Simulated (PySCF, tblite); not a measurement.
# FH5NO4PSi, a small molecule taken as a stand-in for a surface group (Si site with back bonds F, N, OP(=O)(O)O): NMR shifts, core binding energies and electronic excitations, part 1 of 2

Aim: the NMR shifts, core binding energies and electronic excitations of `N[SiH](F)OP(=O)(O)O`.

Computed with tblite 0.8.0 and PySCF 2.14.0; each step states its level. No surroundings beyond the atoms listed, unless a continuum is named. Atoms count from 0, parts from 1.

## 1. Starting point

13 atoms, charge 0, multiplicity 1; geometry: distance geometry start.

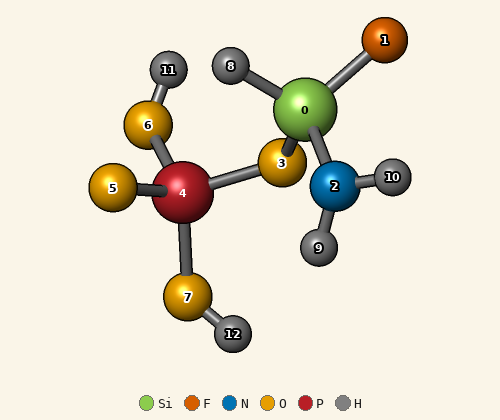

The starting geometry (silicon green, fluorine orange, nitrogen blue, oxygen amber, phosphorus red, hydrogen grey), atoms numbered.

## 2. Relaxing the cluster with GFN2-xTB

What the job is given:

```
{"job": {"kind": "relax", "xc": "GFN2-xTB", "basis": "xTB"}, "charge": 0, "multiplicity": 1}
Si    -0.552773    -2.269579     0.042546
F     -1.671220    -3.405170    -0.487777
N      0.040325    -2.749743     1.707484
O     -1.266607    -0.657538     0.097567
P     -0.444821     0.809082    -0.284446
O      1.260051     0.522577    -0.308353
O     -0.966149     1.393604    -1.847488
O     -0.813484     1.986299     0.950312
H      0.585615    -2.262092    -0.838908
H      0.128896    -1.965809     2.364785
H     -0.347479    -3.603420     2.079614
H     -1.343514     0.850870    -2.518954
H     -1.197291     1.786742     1.784392
```

Level: GFN2-xTB geometry optimisation, gas phase.

On the command line:

```console
$ OMP_NUM_THREADS=1 python cluster_run.py task.json out
```

The driver reads the jobs from task.json and runs them one after another.

Standard output:

```text
step      E/eV     max force
  0    -840.30720    7.888
  1    -842.00811    4.283
  2    -841.72474   18.436
  3    -842.87816    1.640
  4    -843.12867    1.260
  5    -843.36107    1.091
  6    -843.42969    0.842
  7    -843.59858    1.235
  8    -843.62795    0.765
  9    -843.66279    0.560
 10    -843.69885    0.717
 11    -843.72833    0.739
 12    -843.75248    0.497
 13    -843.77540    0.482
 14    -843.79326    0.644
 15    -843.81275    0.555
 16    -843.83019    0.328
 17    -843.83962    0.237
 18    -843.84534    0.242
 19    -843.85029    0.278
 20    -843.85539    0.280
 21    -843.86028    0.168
 22    -843.86367    0.262
 23    -843.86579    0.181
 24    -843.86736    0.153
 25    -843.86941    0.161
 26    -843.87085    0.189
 27    -843.87336    0.146
 28    -843.87586    0.149
 29    -843.87885    0.159
 30    -843.88241    0.253
 31    -843.88718    0.299
 32    -843.89320    0.234
 33    -843.89916    0.448
 34    -843.89757    0.524
 35    -843.90813    0.338
 36    -843.91205    0.277
 37    -843.91876    0.443
 38    -843.92632    0.212
 39    -843.92865    0.885
 40    -843.93935    0.152
 41    -843.94325    0.131
 42    -843.94513    0.505
 43    -843.94876    0.187
 44    -843.95263    0.137
 45    -843.95807    0.189
 46    -843.96149    0.311
 47    -843.96485    0.175
 48    -843.96788    0.220
 49    -843.97029    0.114
 50    -843.97140    0.191
 51    -843.97336    0.185
 52    -843.97554    0.215
 53    -843.97872    0.159
 54    -843.98068    0.251
 55    -843.98225    0.202
 56    -843.98328    0.083
 57    -843.98440    0.123
 58    -843.98607    0.171
 59    -843.98750    0.159
 60    -843.98863    0.104
 61    -843.98973    0.094
 62    -843.99156    0.097
 63    -843.99323    0.179
 64    -843.99514    0.205
 65    -843.99668    0.109
 66    -843.99844    0.119
 67    -843.99992    0.149
 68    -844.00179    0.163
 69    -844.00341    0.132
 70    -844.00496    0.091
 71    -844.00606    0.157
 72    -844.00710    0.201
 73    -844.00833    0.090
 74    -844.00940    0.100
 75    -844.01008    0.070
 76    -844.01083    0.063
 77    -844.01172    0.054
 78    -844.01225    0.121
 79    -844.01265    0.056
 80    -844.01311    0.054
 81    -844.01435    0.071
 82    -844.01528    0.090
 83    -844.01697    0.113
 84    -844.01860    0.124
 85    -844.02091    0.149
 86    -844.02394    0.172
 87    -844.02784    0.195
 88    -844.02869    0.349
 89    -844.03427    0.228
 90    -844.03728    0.203
 91    -844.04295    0.437
 92    -844.04786    0.207
 93    -844.05897    0.207
 94    -844.07412    0.311
 95    -844.07240    0.369
 96    -844.08050    0.284
 97    -844.08245    0.302
 98    -844.08658    0.147
 99    -844.09051    0.207
100    -844.09346    0.167
101    -844.09531    0.209
102    -844.09781    0.129
103    -844.10061    0.312
104    -844.10274    0.207
105    -844.10494    0.151
106    -844.10654    0.181
107    -844.10747    0.134
108    -844.10872    0.119
109    -844.11001    0.085
110    -844.11119    0.162
111    -844.11256    0.120
112    -844.11383    0.102
113    -844.11514    0.088
114    -844.11567    0.072
115    -844.11662    0.084
116    -844.11781    0.079
117    -844.11881    0.092
118    -844.11943    0.147
119    -844.11993    0.076
120    -844.12045    0.059
121    -844.12109    0.044
122    -844.12178    0.048
123    -844.12237    0.051
124    -844.12263    0.090
125    -844.12288    0.077
126    -844.12319    0.088
127    -844.12349    0.042
128    -844.12376    0.050
129    -844.12409    0.057
130    -844.12455    0.062
131    -844.12518    0.061
132    -844.12571    0.043
133    -844.12597    0.027
134    -844.12604    0.020
135    -844.12607    0.013
136    -844.12609    0.010
137    -844.12610    0.010
138    -844.12612    0.011
139    -844.12614    0.018
140    -844.12618    0.023
141    -844.12622    0.021
142    -844.12626    0.019
143    -844.12629    0.021
144    -844.12633    0.018
145    -844.12636    0.015
146    -844.12639    0.013
147    -844.12642    0.017
148    -844.12645    0.016
149    -844.12650    0.016
150    -844.12654    0.016
151    -844.12657    0.019
152    -844.12659    0.014
153    -844.12661    0.011
154    -844.12662    0.006
```

Wall time 2.9 s (1 thread of AMD EPYC 9R45, shared host).

Along the way:

```
step  energy from step 0 (eV)  largest force (eV/Å)
   0                   0.0000                7.8877
   6                  -3.1225                0.8421
  12                  -3.4453                0.4966
  18                  -3.5381                0.2423
  24                  -3.5602                0.1530
  30                  -3.5752                0.2532
  36                  -3.6049                0.2768
  42                  -3.6379                0.5044
  48                  -3.6607                0.2203
  54                  -3.6735                0.2506
  60                  -3.6814                0.1037
  66                  -3.6912                0.1185
  72                  -3.6999                0.2008
  78                  -3.7051                0.1217
  84                  -3.7114                0.1237
  90                  -3.7301                0.2030
  96                  -3.7733                0.2839
 102                  -3.7906                0.1294
 108                  -3.8015                0.1186
 114                  -3.8085                0.0724
 120                  -3.8133                0.0597
 126                  -3.8160                0.0882
 132                  -3.8185                0.0434
 138                  -3.8189                0.0114
 144                  -3.8191                0.0173
 150                  -3.8193                0.0159
 154                  -3.8194                0.0059
```

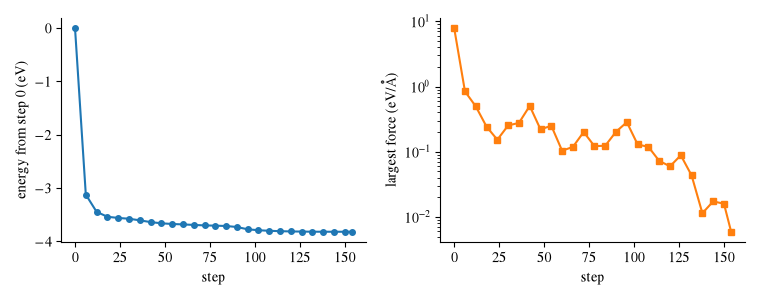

Energy and largest force along the relaxation.

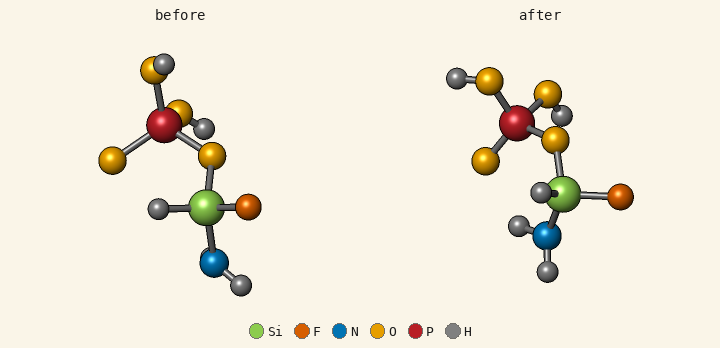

Before and after, at one scale.

Distances of close pairs at the start and the end, largest changes first:

```
  bond  before (Å)  after (Å)  change (Å)
 P4–O5       1.729      1.467      -0.262
 P4–O6       1.748      1.580      -0.168
 O3–P4       1.724      1.564      -0.160
 P4–O7       1.745      1.589      -0.156
Si0–N2       1.831      1.700      -0.132
Si0–O3       1.764      1.635      -0.129
Si0–F1       1.680      1.601      -0.078
O7–H12       0.940      0.955      +0.016
```

## 3. Optimising the geometry at PBE0-D3(BJ)/def2-SVP

What the job is given:

```
{"job": {"xc": "PBE0", "basis": "def2-SVP", "d3": "d3bj", "grid": 2, "kind": "geom", "shake": 0.01}, "charge": 0, "multiplicity": 1}
Si    -0.349511    -1.643516    -0.145982
F     -1.757508    -2.296919     0.294613
N      0.617359    -1.521250     1.206417
O     -0.792991    -0.095826    -0.547475
P     -0.031289     1.229657    -0.385200
O      1.257659     1.144678     0.315661
O      0.058903     1.776220    -1.856342
O     -1.049681     2.235587     0.300616
H      0.032896    -2.255882    -1.365761
H      1.239357    -0.709054     1.257747
H      1.059396    -2.328922     1.641972
H      0.833698     2.323321    -1.953017
H     -1.108079     2.124534     1.244156
```

Standard output:

```text
step   0  E = -1088.31631668  max force = 0.028420
step   1  E = -1088.32416759  max force = 0.004440
step   2  E = -1088.32469917  max force = 0.001953
step   3  E = -1088.32479617  max force = 0.001462
step   4  E = -1088.32488928  max force = 0.002245
step   5  E = -1088.32510663  max force = 0.003690
step   6  E = -1088.32553323  max force = 0.003424
step   7  E = -1088.32524413  max force = 0.009701
step   8  E = -1088.32623415  max force = 0.003893
step   9  E = -1088.32642997  max force = 0.002911
step  10  E = -1088.32672108  max force = 0.001602
step  11  E = -1088.32679395  max force = 0.001598
step  12  E = -1088.32687819  max force = 0.000699
step  13  E = -1088.32690945  max force = 0.000547
step  14  E = -1088.32692904  max force = 0.000416
step  15  E = -1088.32695432  max force = 0.000490
step  16  E = -1088.32697180  max force = 0.000580
step  17  E = -1088.32697959  max force = 0.000548
step  18  E = -1088.32698122  max force = 0.000274
optimisation converged
```

Wall time 2.6 min (1 thread of AMD EPYC 9R45, shared host); peak memory 0.78 GiB.

Along the way: (the energy doesn't fall at every step)

```
step  energy from step 0 (eV)  largest force component (eV/Å)
   0                   0.0000                          1.4614
   1                  -0.2136                          0.2283
   2                  -0.2281                          0.1004
   3                  -0.2307                          0.0752
   4                  -0.2333                          0.1154
   5                  -0.2392                          0.1897
   6                  -0.2508                          0.1761
   7                  -0.2429                          0.4988
   8                  -0.2699                          0.2002
   9                  -0.2752                          0.1497
  10                  -0.2831                          0.0824
  11                  -0.2851                          0.0822
  12                  -0.2874                          0.0359
  13                  -0.2882                          0.0281
  14                  -0.2888                          0.0214
  15                  -0.2895                          0.0252
  16                  -0.2899                          0.0298
  17                  -0.2902                          0.0282
  18                  -0.2902                          0.0141
```

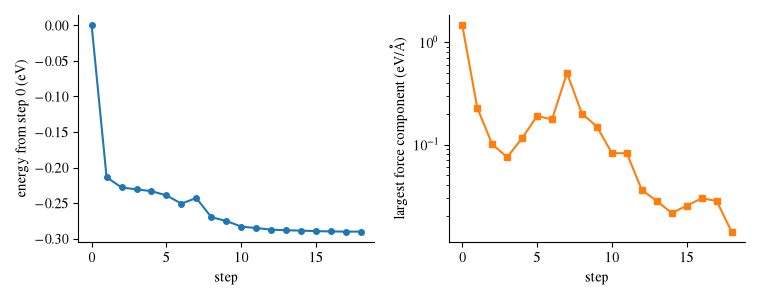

Energy and largest force along the relaxation.

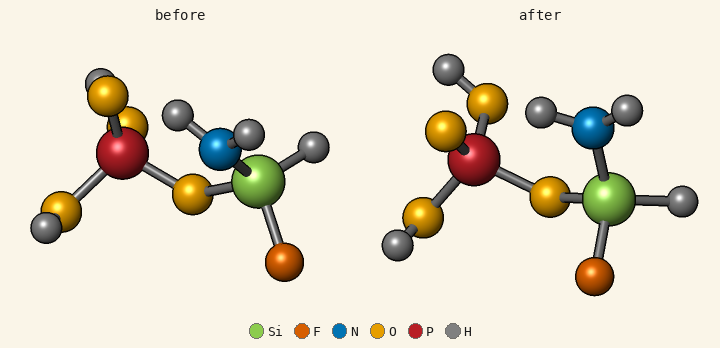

The geometry before (left) and after (right).

Close pairs (by a distance rule), those that changed most:

```
  bond  before (Å)  after (Å)  change (Å)
Si0–H8       1.417      1.474      +0.056
 O3–P4       1.537      1.589      +0.052
 P4–O6       1.572      1.599      +0.027
Si0–O3       1.659      1.683      +0.024
Si0–N2       1.667      1.688      +0.021
 P4–O7       1.587      1.605      +0.018
O7–H12       0.952      0.966      +0.014
O6–H11       0.953      0.966      +0.012
```

The end geometry stands in the next job.

```
                         at the end point                value
  point group (found at 0.08 Å tolerance)                   C1
rotational constants (GHz, main isotopes)  2.592, 0.980, 0.895
                        dipole moment (D)                 1.44
```

## 4. NMR shieldings: PBE0/pcSseg-1

What the job is given:

```
{"job": {"kind": "nmr", "xc": "PBE0", "basis": "pcSseg-1"}, "charge": 0, "multiplicity": 1}
Si    -0.542150    -1.634679     0.046688
F     -1.750648    -1.752597     1.121601
N      1.010947    -1.688038     0.706040
O     -0.763862    -0.113295    -0.638475
P     -0.039415     1.262027    -0.309476
O      0.822382     1.252850     0.896111
O      0.662702     1.574066    -1.711700
O     -1.215823     2.353429    -0.271322
H     -0.789567    -2.669422    -0.973094
H      1.373670    -0.844624     1.149191
H      1.471743    -2.542403     0.989786
H      1.297032     2.297737    -1.630508
H     -1.525129     2.489838     0.633620
```

Method: GIAO PBE0/pcSseg-1 NMR shielding, non-relativistic, gas phase.

Standard output:

```text
coarse grid: 12840 points
cycle   1  E = -1088.3978169655  dE =  1.543e+00  |g| = 1.380e+00  |ddm| = 3.533e+00
cycle   2  E = -1088.0370207100  dE =  3.608e-01  |g| = 1.991e+00  |ddm| = 2.091e+00
cycle   3  E = -1088.7108517133  dE = -6.738e-01  |g| = 2.675e-01  |ddm| = 1.385e+00
cycle   4  E = -1088.7232312356  dE = -1.238e-02  |g| = 7.088e-02  |ddm| = 2.031e-01
cycle   5  E = -1088.7240392853  dE = -8.080e-04  |g| = 1.358e-02  |ddm| = 4.196e-02
cycle   6  E = -1088.7240683569  dE = -2.907e-05  |g| = 5.443e-03  |ddm| = 1.203e-02
cycle   7  E = -1088.7240734901  dE = -5.133e-06  |g| = 1.332e-03  |ddm| = 3.767e-03
final grid: 118144 points
cycle   8  E = -1088.8122971894  dE = -2.346e-05  |g| = 1.081e-02  |ddm| = 1.610e-02
cycle   9  E = -1088.8122761303  dE =  2.106e-05  |g| = 1.523e-02  |ddm| = 1.408e-02
cycle  10  E = -1088.8123170317  dE = -4.090e-05  |g| = 1.143e-03  |ddm| = 8.703e-03
cycle  11  E = -1088.8123172402  dE = -2.085e-07  |g| = 3.604e-04  |ddm| = 9.078e-04
cycle  12  E = -1088.8123172607  dE = -2.044e-08  |g| = 1.202e-04  |ddm| = 2.709e-04
cycle  13  E = -1088.8123172631  dE = -2.399e-09  |g| = 4.059e-05  |ddm| = 9.329e-05
cycle  14  E = -1088.8123172633  dE = -2.515e-10  |g| = 1.066e-05  |ddm| = 2.859e-05
converged SCF energy = -1088.8123172633

GIAO shielding tensors (ppm)
atom      isotropic    diamagn.    paramagn.     s11        s22        s33       span
  0 Si     394.381     879.929    -485.548    359.119    385.710    438.315     79.196
  1 F      291.956     470.361    -178.405    238.406    269.285    368.178    129.772
  2 N      228.711     322.856     -94.145    205.726    218.834    261.572     55.845
  3 O      202.187     403.071    -200.885    165.856    189.791    250.914     85.058
  4 P      317.268     967.445    -650.177    244.803    258.288    448.713    203.909
  5 O      163.435     401.469    -238.034    127.498    148.717    214.089     86.591
  6 O      226.610     389.948    -163.338    187.842    199.063    292.927    105.085
  7 O      214.875     389.422    -174.547    167.838    185.540    291.246    123.408
  8 H       26.702      28.587      -1.884     23.157     23.548     33.402     10.245
  9 H       27.863      33.963      -6.100     18.066     26.887     38.636     20.570
 10 H       30.074      29.511       0.564     23.598     24.967     41.657     18.059
 11 H       28.278      28.835      -0.558     21.322     22.825     40.686     19.364
 12 H       28.016      30.823      -2.807     21.057     23.616     39.376     18.320
```

It took 16 s on 1 thread of AMD EPYC 9R45, shared host; peak memory 0.94 GiB.

The references, computed at this level on geometries of the same kind, shield at (ppm): $^{1}$H TMS 31.27, $^{29}$Si TMS 352.0, $^{19}$F CFCl3 177.2, $^{15}$N NH3 265.7, $^{17}$O H2O 334.6, $^{31}$P H3PO4 310.1. Their shielding less the atom's gives the shift. The references are single molecules in the gas phase, so shifts against H2O, NH3, PH3, H3PO4 or CFCl3 are not on the usual liquid scales and can be off by tens of ppm.

```
atoms                              environment  σ (ppm)  δ (ppm)
   H8  hydrogen on a silicon bonded to F, N, O    26.70     4.56
   H9      hydrogen on a nitrogen bonded to Si    27.86     3.40
  H12        hydrogen on an oxygen bonded to P    28.02     3.25
  H11        hydrogen on an oxygen bonded to P    28.28     2.99
  H10      hydrogen on a nitrogen bonded to Si    30.07     1.19
  Si0             silicon bonded to F, N, O, H    394.4    -42.4
   F1                    fluorine bonded to Si    292.0   -114.7
   N2               nitrogen bonded to Si, 2 H    228.7     37.0
   O5                       oxygen bonded to P    163.4    171.1
   O3                   oxygen bonded to P, Si    202.2    132.4
   O7                    oxygen bonded to P, H    214.9    119.7
   O6                    oxygen bonded to P, H    226.6    108.0
   P4                 phosphorus bonded to 4 O    317.3     -7.1
```

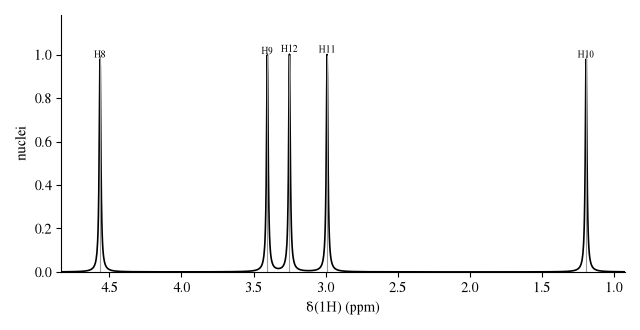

$^{1}$H lines at the computed shifts, without couplings. Lines are broadened to a width of 0.01 ppm (Lorentzian).

The run also stored atomic charges by several schemes (e):

```
atoms  Mulliken    IAO  Hirshfeld  ESP fit
  Si0      1.19   1.45       0.52     1.05
   F1     -0.42  -0.54      -0.22    -0.35
   N2     -0.65  -0.86      -0.32    -1.16
   O3     -0.70  -0.84      -0.25    -0.49
   P4      1.32   2.00       0.56     1.17
   O5     -0.64  -0.91      -0.39    -0.69
   O6     -0.47  -0.73      -0.23    -0.57
   O7     -0.48  -0.74      -0.24    -0.62
```

Hirshfeld charges:

Si0 0.52; F1 -0.22; N2 -0.32; O3 -0.25; P4 0.56; O5 -0.39; O6 -0.23; O7 -0.24; H8 -0.06; H9 0.10; H10 0.13; H11 0.20; H12 0.20

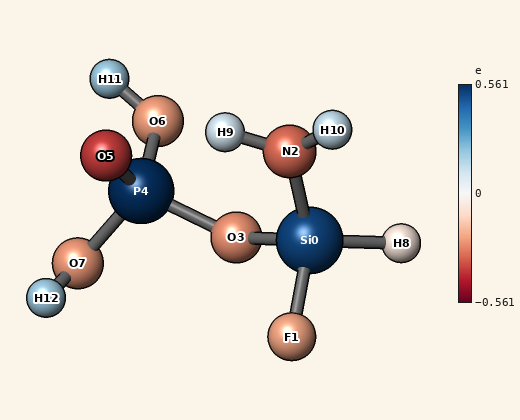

Hirshfeld charges, as colours on the atoms.

Mayer bond orders: Si0–F1 0.95, Si0–N2 1.14, Si0–O3 0.81, O3–P4 1.02, P4–O5 1.81, P4–O6 1.08, P4–O7 1.08.

(Continued in part 2 of 2.)
